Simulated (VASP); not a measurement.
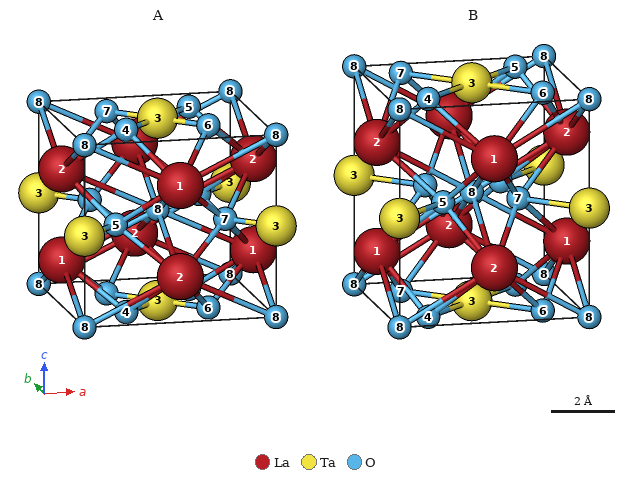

Two geometries of crystalline La₂TaO₅ (a generated structure, set up in I4/mmm), drawn at one scale. One is the start of a relaxation, the other its converged end. The picture is a ball-and-stick view of the conventional cell (2 times the calculation's cell), seen slightly off an axis. Lengths and directions refer to the drawn axes.

Method: Kohn-Sham DFT of a periodic cell, PBE, VASP PAW PBE potentials, recommended in VASP. (plane-wave cutoff 520 eV; k-point mesh 3 × 3 × 3; occupations gaussian; smearing width 0.15 eV; no spin polarisation)

Which of the two is the end point?

Structure A is the relaxed one. The run lets cell and atoms move. The largest moves relative to the cell, 0.78 Å, are those of O4, O5, O6 and O7. O4 goes along [1 1 0]. La and Ta stay in place. The volume changes by −14.8 %, with a = b 6.279 → 6.340 Å (+1.0 %), c 7.199 → 6.020 Å (−16.4 %). Some distances before and after: O4–O8 1.761 → 2.561 Å, Ta3–O4 2.679 → 1.922 Å, La1–La2 3.600 → 3.010 Å, La1–O4 2.895 → 2.719 Å. Among the angles between lasting bonds that change: La1–O4–Ta3 80.9° → 96.8°, La1–O4–La2 100.2° → 111.1°, La1–O4–La2 76.9° → 67.2°. The space group stays I4/mmm (No. 139). The energy falls by 1552 meV per atom in 17 geometry steps. The largest force component goes from 2.9 to 0.0096 eV/Å. Pressure: −13.83 GPa at the start and 0.07 GPa at the end. The volume changes by over a tenth within one run on a fixed set of plane waves, so the end point should be relaxed again from the new cell.
